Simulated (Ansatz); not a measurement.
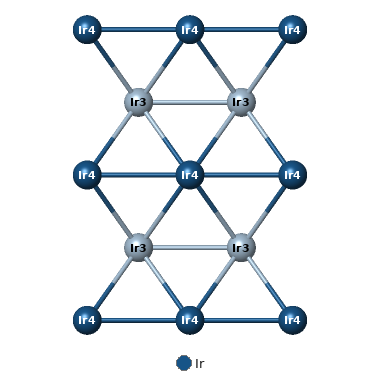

The system is Cl on an Ir(110) slab cut from the Fm-3m phase, its upper half relaxed before the scan (4 atoms of substrate and one adsorbate in a 1 × 1 cell); the picture shows it without the atoms that are moved over the map. Cl is moved over the surface cell; relaxed at each place: the height of the adsorbate's atoms; substrate rigid; the origin of the map has the adsorbate above Ir4. Places are given modulo a cell vector. The map is drawn in real space over the plane of the surface. The scan uses a 6 × 8 grid; 20 points were computed and 28 follow by symmetry. Energies are in eV, from the lowest grid point. With one adsorbate in each 1 × 1 cell, its nearest image is 2.7 Å away, so neighbouring adsorbates interact. Level of theory: DFT PBE, scalar-relativistic, plane waves, PAW in Ansatz 0.2.0. Settings: cutoff 420 eV, k-mesh 10×7×1, gaussian smearing 0.1 eV, no spin polarisation.

Range: position of Cl5 along the first surface vector from 0.000 to 0.833; position of Cl5 along the second surface vector from 0.000 to 0.875.

> Predict the map.

The lowest grid point is at the top site over a surface Ir atom, (0/6, 0/8) of the cell vectors. A higher local minimum lies near a bridge site between two Ir atoms, (3/6, 0/8) of the cell vectors (0.42 eV above the lowest at that grid point). The highest grid point, a fourfold hollow over a second-layer Ir atom, (3/6, 4/8) of the cell vectors, lies 1.29 eV above the lowest. On the interpolated surface the easiest way out of the lowest well to its copy in the next cell or period passes a barrier of about 0.42 eV. At the lowest point the adsorbate has 1 Ir at 2.24 Å as nearest neighbours, at the highest 4 Ir at 3.02 Å. Its relaxed height above the top atom is 2.24 Å at the lowest and 1.88 Å at the highest point.

```csv
"second ↓, first →",0/6,1/6,2/6,3/6,4/6,5/6
7/8,0.03,0.25,0.55,0.49,0.55,0.25
6/8,0.13,0.36,0.69,0.70,0.69,0.36
5/8,0.31,0.55,0.94,1.07,0.94,0.55
4/8,0.42,0.67,1.11,1.29,1.11,0.67
3/8,0.31,0.55,0.94,1.07,0.94,0.55
2/8,0.13,0.36,0.69,0.70,0.69,0.36
1/8,0.03,0.25,0.55,0.49,0.55,0.25
0/8,0.00,0.22,0.51,0.42,0.51,0.22
```

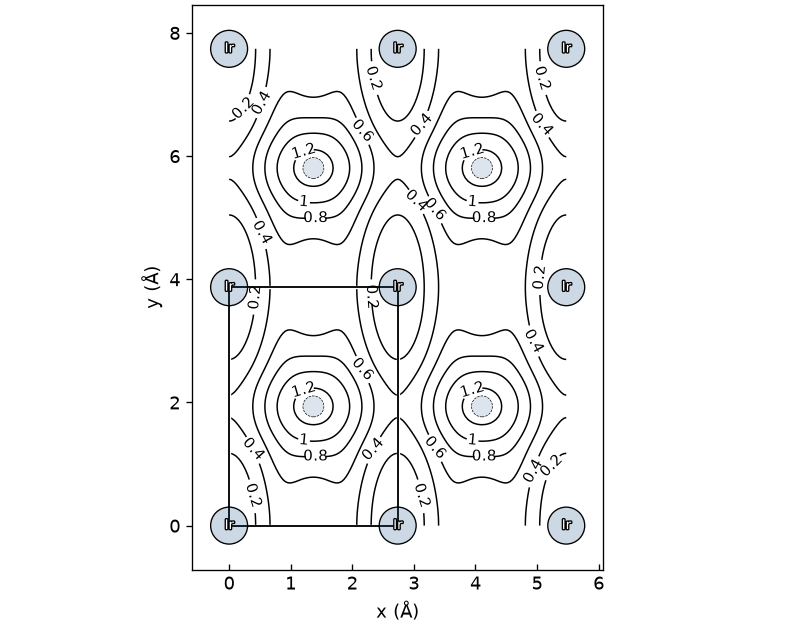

The picture shows contour lines labelled in eV, labelled circles for the atoms of the top layer and small ones for the second layer, the outline of one cell of the 2 × 2 shown. Between grid points the surface is interpolated.

The whole map (20 points run) took 14 min on 2 threads of Arm Neoverse V2, on a shared host.

PAW datasets: the set soft_1.
